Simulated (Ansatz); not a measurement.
**Molecular dynamics, with input and output: CH6AlN (part 1 of 2)**

System: CH6AlN.
Method: RKS r2SCAN/6-31G* (Ansatz 0.2.0).

The geometry comes from this level: PBE0-D4/def2-TZVP. Figures and captions count atoms from 1; the log counts them from 0 in places.

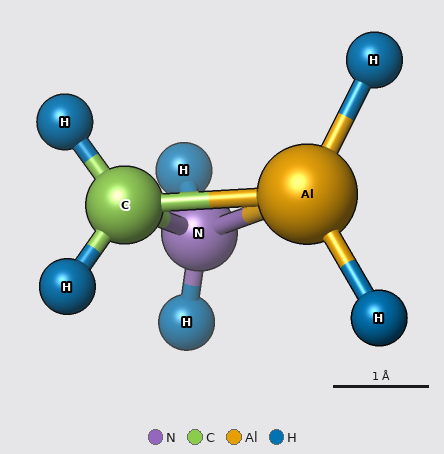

Figure 1. The starting structure (ball-and-stick view, seen at a tilt). Sticks mark near contacts.

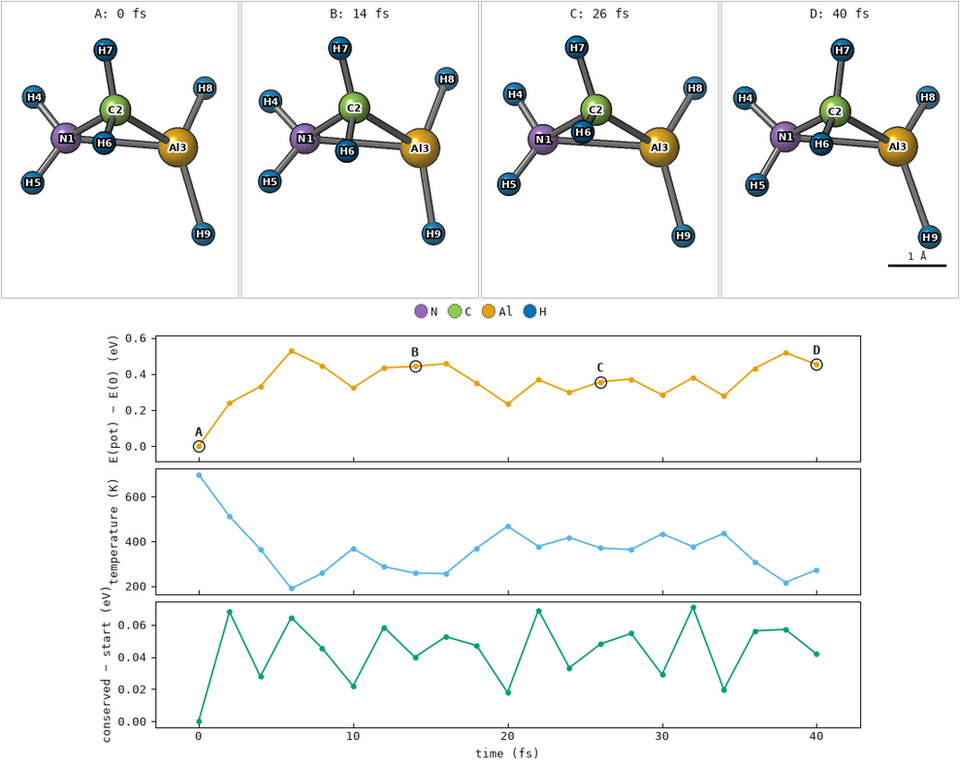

Figure 2. Frames of the molecular dynamics (ball-and-stick, seen at a tilt) above the curves, on which the letters mark them. The trajectory kept here has 21 frames over 40 fs. The temperature starts at 700 K, ranges from 189 to 700 K and averages 368 K over the second half. The potential energy ends 0.453 eV above its first value. The conserved quantity stays within 0.071 eV. After an unweighted best fit of the last frame on the first, the root-mean-square displacement is 0.15 Å, and H7 has moved furthest (0.26 Å).

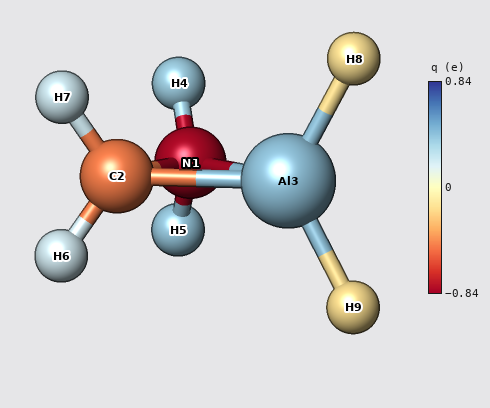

Figure 3. Mulliken charges, as the colour of each atom (ball-and-stick view, seen at a tilt; atoms are numbered from 1 in the order of the input). By element: N −0.80, C −0.46, Al +0.40 and H −0.16 to +0.38 e.

The input that produced these results follows, with the program's output.

Input:
```yaml
crystal:
  periodic: [false, false, false]
  atoms:
    - {symbol: N, position_ang: [-0.728506, 0.266130, -0.477100]}
    - {symbol: C, position_ang: [0.781787, 0.452334, -0.390641]}
    - {symbol: Al, position_ang: [0.149854, -0.794583, 0.971968]}
    - {symbol: H, position_ang: [-1.040521, -0.142460, -1.346752]}
    - {symbol: H, position_ang: [-1.254686, 1.110317, -0.300809]}
    - {symbol: H, position_ang: [1.025848, 1.490873, -0.182074]}
    - {symbol: H, position_ang: [1.257861, 0.130959, -1.313474]}
    - {symbol: H, position_ang: [0.130777, -2.343952, 0.620939]}
    - {symbol: H, position_ang: [-0.233913, -0.215817, 2.400843]}
basis:
  gaussian: {orbitals: "6-31G*"}
hamiltonian: {xc: {name: r2SCAN}}
md: {timestep: 2 fs, n_steps: 20, ensemble: nvt_nose_hoover, temperature: 700, initial_velocities: maxwell_boltzmann, seed: 295}
```

Launched with:
```bash
ansatz run in.yaml --threads 2 --pin off --events-out ev --progress --plain --max-ram 4352MiB
```

What the program printed:
```
Functional definition: r2SCAN
  name "r2SCAN"
  cite "Furness, Kaplan, Ning, Perdew & Sun, J. Phys. Chem. Lett. 11, 8208 (2020) doi:10.1021/acs.jpclett.0c02405"
  cite "Furness, Kaplan, Ning, Perdew & Sun, J. Phys. Chem. Lett. 11, 9248 (2020) doi:10.1021/acs.jpclett.0c03077"
  parent r2scan
  parameter k0 = 0.174
  parameter k1 = 0.065
  parameter a1 = 4.9479
  exchange = r2scan_x(k0 = k0, k1 = k1, a1 = a1)
  correlation = r2scan_c
823 factors; their error is unknown
mean field evaluation 1: about -9211.9604 eV, gradient 5.3e1 eV
mean field evaluation 2: about -9200.6564 eV, gradient 8.3e1 eV
mean field evaluation 4: about -9218.3214 eV, gradient 2.7e0 eV
mean field evaluation 8: about -9218.2991 eV, gradient 4.6e-2 eV
mean field -9218.29911759 eV, -338.7662441837 hartree, gradient 4.7e-5 eV, S^2 0.000000; 0 other end points of the search recorded, 0 dependent functions left out
the calculation of the forces begins
reference -9218.29913066 eV, -338.7662446641 hartree; 16, 16 occupied and 45, 45 virtual orbitals, 823 factors
md step     0: t =     0.00 fs  T =   700.0 K  F+E_penalty+E_count = -9218.29911759 eV  E_kin = 0.633374 eV  conserved = -9217.66574359 eV  (23 SCF iters)
these checks for a lower state are left out or cut short: starts, cluster_reference, orbital_swaps, neighbouring_geometries, increment
823 factors; their error is unknown
mean field evaluation 16: about -9218.0985 eV, gradient 6.4e-2 eV
mean field -9218.06105800 eV, -338.7574956552 hartree, gradient 1.4e-5 eV, S^2 0.000000; 0 other end points of the search recorded, 0 dependent functions left out
[... from here on the field's lines of each further geometry are left out, up to the last ...]
md step     1: t =     2.00 fs  T =   512.1 K  F+E_penalty+E_count = -9218.06105800 eV  E_kin = 0.463398 eV  conserved = -9217.59767197 eV  (28 SCF iters)
md step     2: t =     4.00 fs  T =   365.0 K  F+E_penalty+E_count = -9217.96806545 eV  E_kin = 0.330286 eV  conserved = -9217.63788027 eV  (28 SCF iters)
md step     3: t =     6.00 fs  T =   189.2 K  F+E_penalty+E_count = -9217.77217509 eV  E_kin = 0.171221 eV  conserved = -9217.60120216 eV  (28 SCF iters)
md step     4: t =     8.00 fs  T =   257.7 K  F+E_penalty+E_count = -9217.85302374 eV  E_kin = 0.233209 eV  conserved = -9217.62030414 eV  (28 SCF iters)
md step     5: t =    10.00 fs  T =   368.5 K  F+E_penalty+E_count = -9217.97624452 eV  E_kin = 0.333455 eV  conserved = -9217.64375869 eV  (28 SCF iters)
md step     6: t =    12.00 fs  T =   287.0 K  F+E_penalty+E_count = -9217.86536587 eV  E_kin = 0.259662 eV  conserved = -9217.60728740 eV  (28 SCF iters)
md step     7: t =    14.00 fs  T =   258.2 K  F+E_penalty+E_count = -9217.85727182 eV  E_kin = 0.233651 eV  conserved = -9217.62583262 eV  (28 SCF iters)
md step     8: t =    16.00 fs  T =   256.6 K  F+E_penalty+E_count = -9217.84235833 eV  E_kin = 0.232154 eV  conserved = -9217.61312942 eV  (28 SCF iters)
md step     9: t =    18.00 fs  T =   369.9 K  F+E_penalty+E_count = -9217.94941194 eV  E_kin = 0.334720 eV  conserved = -9217.61863273 eV  (28 SCF iters)
md step    10: t =    20.00 fs  T =   468.0 K  F+E_penalty+E_count = -9218.06590341 eV  E_kin = 0.423470 eV  conserved = -9217.64787821 eV  (28 SCF iters)
md step    11: t =    22.00 fs  T =   377.8 K  F+E_penalty+E_count = -9217.93139763 eV  E_kin = 0.341842 eV  conserved = -9217.59662821 eV  (28 SCF iters)
md step    12: t =    24.00 fs  T =   417.8 K  F+E_penalty+E_count = -9218.00176253 eV  E_kin = 0.378052 eV  conserved = -9217.63245199 eV  (28 SCF iters)
md step    13: t =    26.00 fs  T =   370.5 K  F+E_penalty+E_count = -9217.94246952 eV  E_kin = 0.335215 eV  conserved = -9217.61777359 eV  (28 SCF iters)
md step    14: t =    28.00 fs  T =   363.5 K  F+E_penalty+E_count = -9217.92769258 eV  E_kin = 0.328918 eV  conserved = -9217.61108008 eV  (28 SCF iters)
md step    15: t =    30.00 fs  T =   434.2 K  F+E_penalty+E_count = -9218.01510750 eV  E_kin = 0.392853 eV  conserved = -9217.63665019 eV  (27 SCF iters)
md step    16: t =    32.00 fs  T =   377.0 K  F+E_penalty+E_count = -9217.91926452 eV  E_kin = 0.341093 eV  conserved = -9217.59481714 eV  (26 SCF iters)
md step    17: t =    34.00 fs  T =   435.9 K  F+E_penalty+E_count = -9218.02137563 eV  E_kin = 0.394387 eV  conserved = -9217.64603588 eV  (28 SCF iters)
md step    18: t =    36.00 fs  T =   308.9 K  F+E_penalty+E_count = -9217.86764907 eV  E_kin = 0.279523 eV  conserved = -9217.60949059 eV  (28 SCF iters)
md step    19: t =    38.00 fs  T =   216.9 K  F+E_penalty+E_count = -9217.78176177 eV  E_kin = 0.196251 eV  conserved = -9217.60862358 eV  (28 SCF iters)
the calculation of the forces begins
reference -9217.84608543 eV, -338.7495955591 hartree; 16, 16 occupied and 45, 45 virtual orbitals, 823 factors
823 factors; their error is unknown
mean field -9217.84607223 eV, -338.7495950740 hartree, gradient 3.6e-5 eV, S^2 0.000000; 1 other end points of the search recorded, 0 dependent functions left out
the calculation of the forces begins
reference -9217.84608543 eV, -338.7495955591 hartree; 16, 16 occupied and 45, 45 virtual orbitals, 823 factors
md step    20: t =    40.00 fs  T =   273.0 K  F+E_penalty+E_count = -9217.84607223 eV  E_kin = 0.246997 eV  conserved = -9217.62395433 eV  (28 SCF iters)
Total energy: -9217.84608543 eV, -338.7495955591 hartree
Atom 0 at    -0.734969     0.265167    -0.496348 Å, force    -0.564911    -0.583564    -1.186805 eV/Å
Atom 1 at     0.768420     0.477485    -0.374277 Å, force    -0.301579    -0.584639     0.397862 eV/Å
Atom 2 at     0.167460    -0.794096     0.956243 Å, force    -0.895635    -0.843670     1.912689 eV/Å
Atom 3 at    -1.119838    -0.025274    -1.434516 Å, force     0.674237     0.360073     1.159950 eV/Å
Atom 4 at    -1.224291     1.098712    -0.212254 Å, force    -0.301341     0.294366     0.146650 eV/Å
Atom 5 at     0.988261     1.533944    -0.195679 Å, force     0.543955    -0.380293    -0.565444 eV/Å
Atom 6 at     1.266241    -0.169114    -1.091903 Å, force     0.333776     0.900799    -0.715625 eV/Å
Atom 7 at    -0.067912    -2.459655     0.790808 Å, force     0.415039     1.014230    -0.245349 eV/Å
Atom 8 at    -0.179290    -0.248040     2.515615 Å, force     0.096459    -0.177302    -0.903928 eV/Å
Dipole moment:    -0.169017     0.473487    -0.705452 e Å
```

Trajectory as extended XYZ (Å, eV, eV/Å), 21 frames, from step=0 to step=20:
```
9
Properties=species:S:1:pos:R:3:forces:R:3 step=0 time_fs=0.0 energy=-9218.29912 temperature=700.0
N    -0.7285    0.2661   -0.4771   -0.0875  -0.0435   0.0305
C     0.7818    0.4523   -0.3906    0.2900   0.0234   0.0293
Al    0.1499   -0.7946    0.9720    0.0709  -0.1589   0.2107
H    -1.0405   -0.1425   -1.3468   -0.0994  -0.1112  -0.2476
H    -1.2547    1.1103   -0.3008   -0.1585   0.2362   0.0457
H     1.0258    1.4909   -0.1821   -0.0016   0.1464   0.0204
H     1.2579    0.1310   -1.3135    0.0304  -0.0408  -0.1423
H     0.1308   -2.3440    0.6209   -0.0102  -0.0929  -0.0301
H    -0.2339   -0.2158    2.4008   -0.0341   0.0413   0.0834
9
Properties=species:S:1:pos:R:3:forces:R:3 step=1 time_fs=2.0 energy=-9218.06106 temperature=512.1
N    -0.7247    0.2696   -0.4789   -0.0675   1.3318   1.0998
C     0.7687    0.4488   -0.4091   -0.3855  -0.1331   2.2780
Al    0.1480   -0.7977    0.9777    0.1351  -0.3138   0.3022
H    -1.0537   -0.1574   -1.3074   -0.5180  -0.4184  -1.2119
H    -1.2190    1.1580   -0.2851    0.1297  -0.7762  -0.3026
H     1.0551    1.4447   -0.1808   -0.1425   1.1945   0.5142
H     1.3147    0.2064   -1.2431    0.8777  -1.1284  -2.4746
H     0.2075   -2.3876    0.5550   -0.1508   0.5574   0.2560
H    -0.2663   -0.1569    2.4299    0.1219  -0.3138  -0.4610
9
Properties=species:S:1:pos:R:3:forces:R:3 step=2 time_fs=4.0 energy=-9217.96806 temperature=365.0
N    -0.7211    0.2767   -0.4777   -0.5566   0.3380  -0.3790
C     0.7544    0.4448   -0.4201    1.8666  -0.0009   0.8022
Al    0.1463   -0.8012    0.9840    0.2413  -0.3609   0.2213
H    -1.0867   -0.1884   -1.3145    0.0394   0.4426   0.1524
H    -1.1783    1.1759   -0.2809   -0.2227  -0.5995  -0.3599
H     1.0789    1.4443   -0.1598   -0.5689   0.5459   0.4072
H     1.4052    0.2386   -1.2674   -0.7132  -0.7079  -0.6034
H     0.2785   -2.4099    0.4988   -0.3024   0.8820   0.4737
H    -0.2941   -0.1100    2.4413    0.2166  -0.5393  -0.7146
9
Properties=species:S:1:pos:R:3:forces:R:3 step=3 time_fs=6.0 energy=-9217.77218 temperature=189.2
N    -0.7190    0.2848   -0.4775   -0.5914  -1.1299  -1.3250
C     0.7461    0.4408   -0.4287    3.6375   0.6074  -0.0759
Al    0.1450   -0.8053    0.9905    0.3622  -0.2397  -0.0553
H    -1.1183   -0.2024   -1.3157    0.4491   0.8850   0.8410
H    -1.1461    1.1709   -0.2905   -0.8306   0.4074  -0.1544
H     1.0809    1.4647   -0.1233   -0.8748  -0.5321  -0.0496
H     1.4685    0.2437   -1.3149   -1.9689  -0.2574   0.9063
H     0.3379   -2.3985    0.4607   -0.4184   0.8638   0.5802
H    -0.3136   -0.0838    2.4254    0.2353  -0.6043  -0.6674
9
Properties=species:S:1:pos:R:3:forces:R:3 step=4 time_fs=8.0 energy=-9217.85302 temperature=257.7
N    -0.7186    0.2897   -0.4810   -0.3740  -0.5499  -0.4068
C     0.7495    0.4388   -0.4374    3.2179   0.7082   0.2575
Al    0.1442   -0.8097    0.9969    0.4698   0.0778  -0.5207
H    -1.1326   -0.1826   -1.2847    0.1652   0.2858  -0.0732
H    -1.1457    1.1815   -0.3061   -0.7003   0.2863  -0.0851
H     1.0495    1.4648   -0.0886   -0.6656  -0.7170  -0.3049
H     1.4563    0.2390   -1.3277   -1.8181  -0.1082   0.9089
H     0.3813   -2.3540    0.4448   -0.4627   0.5130   0.5505
H    -0.3240   -0.0807    2.3839    0.1678  -0.4960  -0.3261
9
Properties=species:S:1:pos:R:3:forces:R:3 step=5 time_fs=10.0 energy=-9217.97624 temperature=368.5
N    -0.7192    0.2932   -0.4856   -0.1865   1.0303   1.1544
C     0.7632    0.4390   -0.4454    0.7703   0.2786   1.7690
Al    0.1440   -0.8140    1.0027    0.5391   0.5660  -1.1120
H    -1.1406   -0.1518   -1.2566   -0.3831  -0.6413  -1.4284
H    -1.1721    1.2030   -0.3249   -0.0458  -0.6261  -0.1006
H     0.9925    1.4375   -0.0656   -0.0270   0.0878  -0.2157
H     1.3745    0.2301   -1.3057   -0.2695  -0.3108  -0.7084
H     0.4070   -2.2897    0.4501   -0.4079  -0.1698   0.3671
H    -0.3281   -0.0965    2.3298    0.0104  -0.2148   0.2746
```
